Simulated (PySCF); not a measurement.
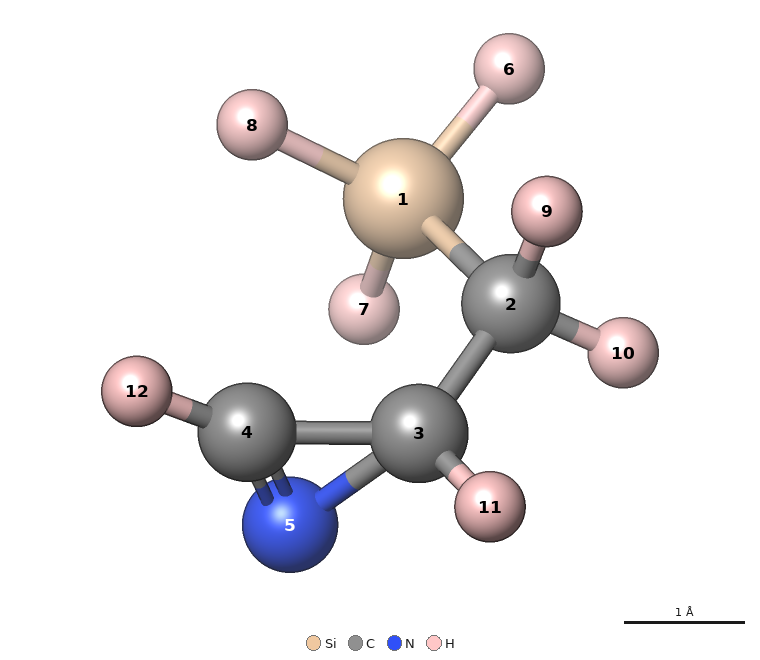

Orthographic view. Depth is shown by fading: the farther an atom, the more it takes the colour of the background. The geometry was computed by an optimisation with PBE0-D3(BJ)/def2-SVP. No frequency run is at hand to confirm it as a minimum.

Give the geometry as a Z-matrix, atoms in numerical order, with these reference atoms: 2 to 1; 3 to 2, 1; 4 to 3, 2, 1; 5 to 4, 3, 2; 6 to 1, 2, 3; 7 to 1, 6, 2; 8 to 1, 7, 6; 9 to 2, 3, 4; 10 to 2, 9, 3; 11 to 3, 4, 5; 12 to 4, 5, 3.

```
Si 
C    1   1.893
C    2   1.510   1   116.1
C    3   1.449   2   123.8   1   -31.5
N    4   1.253   3    68.1   2   102.5
H    1   1.495   2   108.2   3   176.7
H    1   1.492   6   109.0   2  -122.1
H    1   1.497   7   108.7   6   118.0
H    2   1.105   3   109.6   4    90.3
H    2   1.104   9   105.7   3  -118.2
H    3   1.099   4   118.1   5   -99.3
H    4   1.093   5   138.7   3   179.1
```
